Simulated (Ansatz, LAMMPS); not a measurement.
# Squeezing and shearing amorphous 32Ga2O3-68GeO2 (mol %) (69 atoms), part 3 of 3

How stiff is amorphous 32Ga2O3-68GeO2 (mol %) (69 atoms), and how do its levels respond to strain?

Ansatz 0.2.0; Kohn-Sham DFT, PBE, PAW (set soft_1), plane waves.

The cell: 12 Ga, 13 Ge and 44 O. The quench rate of 20 K/ps far exceeds what a furnace or splat quench reaches. The starting topology of bonds comes from the classical model. The Brillouin zone is sampled at Γ only.

So far. Step 10 (Stretched by 1 % along x): The relaxation converged after 5 steps, 0.0427 eV below its start, with a largest force component of 0.040 eV/Å. Step 10 (Stretched by 1 % along x): Stretched by 1 % along x: the energy stands 0.0383 eV above that of the reference, at a pressure of -1.06 GPa.

**11. Compressed by 1 % along x**

The relaxed cell is strained along x alone, which gives the stiffness along x and its coupling to y and z.

The input, input.yaml:

```yaml
crystal:
  lattice:
    - [9.2761, -0.19056, -0.18503]
    - [-0.18865, 8.96412, 0.29713]
    - [-0.18318, 0.29713, 9.43585]
  atoms:
    [... the 69 atom lines of step 4 ...]
kpoints:
  mp_grid: { grid: [1, 1, 1] }
hamiltonian:
  xc: pbe
  pseudopotentials: { kind: paw, azcp: { folder: soft_1 } }
scf:
  occupations: { method: fixed }
output:
  forces: true
  eigenvalues: true
  stress: true
relax:
  f_tol: 0.05
  max_steps: 70
```

Run with:

```console
ansatz run input.yaml --threads 4 --pin off --max-ram 8192MiB --backend cpu --events-out ev --progress --plain --runs-dir out
```

Numbers of over 12 decimals in the logs are rounded to 6 here.

Log:

```text
[...]
Crystal: 69 atoms, lattice volume = 783.169 Å³
Basis set: ecut = 420 eV, 15301 PW (Γ), exchange–correlation on 128×120×128 points (8 copies of the dense FFT grid, shifted against one another)
Bands: 370, of which v1, the nominal top of the filled ones, is band 301 counted from 1 (300 counted from 0)
Symmetry: 1 space group operations
[...]
k-points: 1
[...]
SCF iter   1: F=—  HF=-126214.844965 eV  |F-HF|=—  |Δ(HF+E_count)|=         —  Δρ=1.14e-1  dr2=5.95e1  ethr=3.10e-3  ⟨swp⟩=4.0  Hψ=1236  notcnv=0  defer=67
[...]
SCF iter   9: F=—  HF=-126196.448689 eV  |F-HF|=—  |Δ(HF+E_count)|=   1.05e-4  Δρ=8.88e-5  dr2=5.41e-5  ethr=3.59e-8  ⟨swp⟩=2.0  Hψ=607  notcnv=0  defer=67
SCF iter  10: F=-126196.448705 eV  HF=-126196.448702 eV  |F-HF|=3.01e-6  |Δ(HF+E_count)|=   1.30e-5  Δρ=2.42e-5  dr2=4.62e-6  ethr=8.99e-9  ⟨swp⟩=11.0  Hψ=1854  notcnv=0
SCF 1 converged in 10 iterations: F = -126196.448705 eV  dr2 = 4.62e-6
[...]
relax step   1: F+E_penalty+E_count = -126196.44870495 eV  Δ(F+E_penalty+E_count) = +0.000e0 eV  max|allowed force component| = 2.997e-1 eV/Å  Δτ_max = 0.0000 Å  (10 SCF iters, dr2 threshold 6.25e-5 eV, accepted)
[...]
relax step   2: F+E_penalty+E_count = -126196.47212288 eV  Δ(F+E_penalty+E_count) = -2.342e-2 eV  max|allowed force component| = 1.546e-1 eV/Å  Δτ_max = 0.0159 Å  (6 SCF iters, dr2 threshold 5.61e-6 eV, accepted)
[...]
relax step   3: F+E_penalty+E_count = -126196.48416036 eV  Δ(F+E_penalty+E_count) = -1.204e-2 eV  max|allowed force component| = 6.393e-2 eV/Å  Δτ_max = 0.0172 Å  (8 SCF iters, accepted)
relax step   4: F+E_penalty+E_count = -126196.46420038 eV  Δ(F+E_penalty+E_count) = +1.996e-2 eV  max|allowed force component| = 1.370e-1 eV/Å  Δτ_max = 0.1698 Å  (9 SCF iters, rejected (line search))
[...]
relax step   5: F+E_penalty+E_count = -126196.48908310 eV  Δ(F+E_penalty+E_count) = -4.923e-3 eV  max|allowed force component| = 2.967e-2 eV/Å  Δτ_max = 0.0315 Å  (9 SCF iters, accepted)
SCF converged after 9 iterations
Free energy (F): -126196.489083 eV
[...]
Internal energy: -126196.489083 eV  (E = F + TS)
E sigma→0 (E₀):  -126196.489083 eV
Fermi energy:    7.043987 eV
[...]
Σ components = -126196.489083   (vs F -126196.489083, Δ=0.00e0)
--- Forces (eV/Å), atoms counted from 1 ---
  atom   1  Ga    -0.00519489     0.00114567     0.01064486
  atom   2  Ga     0.00053845     0.01933963     0.00856169
  atom   3  Ga    -0.00979651    -0.01485261     0.00033513
  atom   4  Ga     0.00300319     0.00818786     0.01379212
[...]
atom  69  O      0.02080542    -0.01813851    -0.00063197
  max |Σ_I F_I| component: 6.39e-5 eV/Å
--- Stress (GPa, compression-positive) ---
        1.660324      -0.063415       0.076281
       -0.063415       0.991139       0.085754
        0.076281       0.085754       0.816654
  P = ⅓ Tr σ = 1.1560 GPa (11.560 kbar)
--- Band table (eV) ---
[...]
--- Relaxed structure (5 steps of the walk, 4 accepted, 0 SCFs on fresh bases) ---
  F+E_penalty+E_count = -126196.48908310 eV   max|allowed force component| = 2.967e-2 eV/Å
  atoms:
    - { symbol: Ga, position: [0.312466, 0.149683, 0.872571] }
    - { symbol: Ga, position: [0.955677, 0.261832, 0.862168] }
    - { symbol: Ga, position: [0.813559, 0.779304, 0.523953] }
    - { symbol: Ga, position: [0.496419, 0.600244, 0.613641] }
[...]
- { symbol: O, position: [0.540057, 0.411853, 0.540201] }
```

It took 41 s on 4 threads of Arm Neoverse V2, shared host; peak memory 1.1 GiB.

The relaxation converged after 5 steps, 0.0404 eV below its start, with a largest force component of 0.030 eV/Å.

Compressed by 1 % along x: the energy stands 0.0426 eV above that of the reference, at a pressure of 1.16 GPa.

**12. Sheared by 2 % in xy**

A shear of the relaxed cell gives the modulus that volume changes can't reach.

input.yaml, the sections that differ from step 11:

```yaml
crystal:
  lattice:
    - [9.36789, -0.09686, -0.18503]
    - [-0.10092, 8.96221, 0.29713]
    - [-0.18206, 0.29528, 9.43585]
  atoms:
    [... the 69 atom lines of step 4 ...]
# kpoints, hamiltonian, scf, output, relax: as in step 11
```

Log:

```text
[...]
Crystal: 69 atoms, lattice volume = 791.000 Å³
Basis set: ecut = 420 eV, 15453 PW (Γ), exchange–correlation on 128×120×128 points (8 copies of the dense FFT grid, shifted against one another)
Bands: 370, of which v1, the nominal top of the filled ones, is band 301 counted from 1 (300 counted from 0)
Symmetry: 1 space group operations
[...]
k-points: 1
[...]
SCF iter   1: F=—  HF=-126214.633908 eV  |F-HF|=—  |Δ(HF+E_count)|=         —  Δρ=1.13e-1  dr2=5.87e1  ethr=3.10e-3  ⟨swp⟩=4.0  Hψ=1230  notcnv=0  defer=67
[...]
SCF iter  10: F=-126196.417536 eV  HF=-126196.417533 eV  |F-HF|=3.18e-6  |Δ(HF+E_count)|=   1.71e-5  Δρ=2.41e-5  dr2=4.70e-6  ethr=8.61e-9  ⟨swp⟩=11.0  Hψ=1917  notcnv=0
SCF 1 converged in 10 iterations: F = -126196.417536 eV  dr2 = 4.70e-6
[...]
relax step   1: F+E_penalty+E_count = -126196.41753591 eV  Δ(F+E_penalty+E_count) = +0.000e0 eV  max|allowed force component| = 3.934e-1 eV/Å  Δτ_max = 0.0000 Å  (10 SCF iters, dr2 threshold 6.25e-5 eV, accepted)
[...]
relax step   2: F+E_penalty+E_count = -126196.45303680 eV  Δ(F+E_penalty+E_count) = -3.550e-2 eV  max|allowed force component| = 2.059e-1 eV/Å  Δτ_max = 0.0159 Å  (6 SCF iters, dr2 threshold 9.67e-6 eV, accepted)
[...]
relax step   3: F+E_penalty+E_count = -126196.46757961 eV  Δ(F+E_penalty+E_count) = -1.454e-2 eV  max|allowed force component| = 7.591e-2 eV/Å  Δτ_max = 0.0158 Å  (6 SCF iters, dr2 threshold 2.65e-6 eV, accepted)
relax step   4: F+E_penalty+E_count = -126196.41712627 eV  Δ(F+E_penalty+E_count) = +5.045e-2 eV  max|allowed force component| = 2.824e-1 eV/Å  Δτ_max = 0.1487 Å  (10 SCF iters, rejected (line search))
[...]
relax step   5: F+E_penalty+E_count = -126196.47246529 eV  Δ(F+E_penalty+E_count) = -4.886e-3 eV  max|allowed force component| = 3.555e-2 eV/Å  Δτ_max = 0.0281 Å  (10 SCF iters, accepted)
SCF converged after 10 iterations
Free energy (F): -126196.472465 eV
[...]
Internal energy: -126196.472465 eV  (E = F + TS)
E sigma→0 (E₀):  -126196.472465 eV
Fermi energy:    6.881820 eV
[...]
--- Forces (eV/Å), atoms counted from 1 ---
  atom   1  Ga    -0.01240438    -0.00248660     0.00216238
  atom   2  Ga    -0.00270437    -0.00382971     0.00270806
  atom   3  Ga    -0.00533559    -0.02254985     0.00763306
  atom   4  Ga     0.00143891    -0.01160345    -0.00591020
  atom   5  Ga    -0.00138323     0.02001748     0.02521483
  atom   6  Ga    -0.01215670    -0.00293039    -0.00714254
  atom   7  Ga    -0.00413499    -0.01140330     0.00016615
  atom   8  Ga     0.00367772     0.00764141    -0.00374560
  atom   9  Ga    -0.00353591    -0.00280298    -0.00094095
  atom  10  Ga    -0.01226170    -0.00221518     0.00722058
  atom  11  Ga     0.00342658    -0.00711443    -0.01106440
  atom  12  Ga    -0.00225525    -0.01237140     0.00605136
  atom  13  Ge     0.01380703    -0.00772490    -0.02907200
  atom  14  Ge    -0.00835953     0.00737076    -0.00117409
[...]
atom  68  O      0.03034356    -0.01838084    -0.02389850
  atom  69  O     -0.01418864     0.00966147    -0.00263462
  max |Σ_I F_I| component: 6.68e-5 eV/Å
--- Stress (GPa, compression-positive) ---
        0.137073      -1.166824      -0.126068
       -1.166824       0.082901      -0.040766
       -0.126068      -0.040767      -0.046107
  P = ⅓ Tr σ = 0.0580 GPa (0.580 kbar)
--- Band table (eV) ---
[...]
--- Relaxed structure (5 steps of the walk, 4 accepted, 0 SCFs on fresh bases) ---
  F+E_penalty+E_count = -126196.47246529 eV   max|allowed force component| = 3.555e-2 eV/Å
  atoms:
    - { symbol: Ga, position: [0.313566, 0.149634, 0.870745] }
    - { symbol: Ga, position: [0.959106, 0.260146, 0.862126] }
    - { symbol: Ga, position: [0.811878, 0.781197, 0.525258] }
    - { symbol: Ga, position: [0.497778, 0.602792, 0.614293] }
[...]
- { symbol: O, position: [0.542973, 0.413399, 0.541390] }
```

Elapsed: 41 s, on 4 threads; peak memory 1.1 GiB.

The relaxation converged after 5 steps, 0.0549 eV below its start, with a largest force component of 0.036 eV/Å.

Sheared by 2 % in xy: the energy stands 0.0592 eV above that of the reference, at a pressure of 0.0580 GPa.

**13. Pressure against volume**

Atoms are relaxed at each volume, in the scaled cell.

| volume change (%) | volume (Å³/atom) | energy change (meV/atom) | pressure (GPa) | largest move on relaxing (Å) | bonds | gap (eV) |
| --- | --- | --- | --- | --- | --- | --- |
| -10 | 10.318 | 47.70 | 14.43 | 0.29 | 126 | 2.12 |
| -6 | 10.777 | 15.98 | 7.85 | 0.16 | 125 | 1.94 |
| -3 | 11.121 | 3.81 | 3.62 | 0.08 | 122 | 1.80 |
| +0 | 11.465 | 0.00 | -0.01 | - | 121 | 1.66 |
| +3 | 11.809 | 3.49 | -3.09 | 0.07 | 120 | 1.53 |
| +6 | 12.153 | 12.59 | -5.36 | 0.20 | 117 | 1.39 |

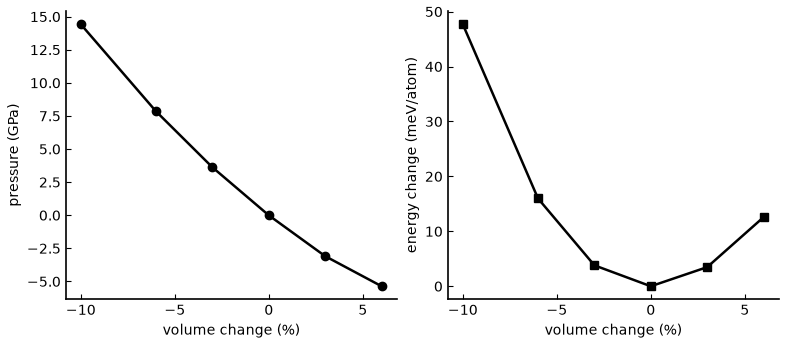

Pressure and energy against volume.

**14. Uniaxial strain and shear**

Stress (GPa, compression positive) less that of the relaxed cell, atoms relaxed:

| strain | xx | yy | zz | xy | energy change (meV/atom) |
| --- | --- | --- | --- | --- | --- |
| stretched by 1 % along x | -1.397 | -1.002 | -0.770 | -0.007 | 0.55 |
| compressed by 1 % along x | 1.675 | 0.997 | 0.815 | -0.060 | 0.62 |
| sheared by 2 % in xy | 0.152 | 0.089 | -0.048 | -1.163 | 0.86 |

**15. Findings**

The bulk modulus, from the slope of pressure against ln V over the three points nearest the relaxed volume, is 112 GPa; a quadratic over all points gives a pressure derivative of about 4.9. The count of bonds runs from 117 to 126 over the series, so at some points contacts cross the cutoffs. The gap goes from 2.12 eV at the smallest volume to 1.39 eV at the largest, -4.5 eV per unit of ln V by a straight line, on the run's k-points. In the Cartesian axes of the cell, finite differences give C11 = 154, C12 = 100.0, C13 = 79.2 and C66 = 58.2 GPa (the shear of 2 % is the engineering strain, εxy = 0.01). The mean of C11, C12 and C13, which equals the bulk modulus in a cubic or isotropic solid, is 111 GPa: it agrees with the bulk modulus within 10 %. For an isotropic solid C66 would equal (C11 − C12)/2 = 26.8 GPa; so small a sample needn't be isotropic, and C66 rests on one shear. The two differ too much for isotropic moduli to be formed.

Caveats: Strains are finite and relaxations stop at the force tolerance of the input, which can leave moduli too stiff; they are those of a static cell at zero temperature. Volumes are changed with the cell's shape held, so in an anisotropic solid the modulus lies over the one under free hydrostatic load. The program notes that the SCF threshold of the relaxations is loose for the stress.

The DFT runs together took 12 min of wall time.

[Logs are printed without paths, hosts, clocks, repeated set-up lines and the standing remarks that a program may print on its own settings, such as how far it seeks lower states.]

[Hosts, paths, dates, database ids (printed as entryN), source tags and the programs' standing remarks are cut or masked in the printed files.]
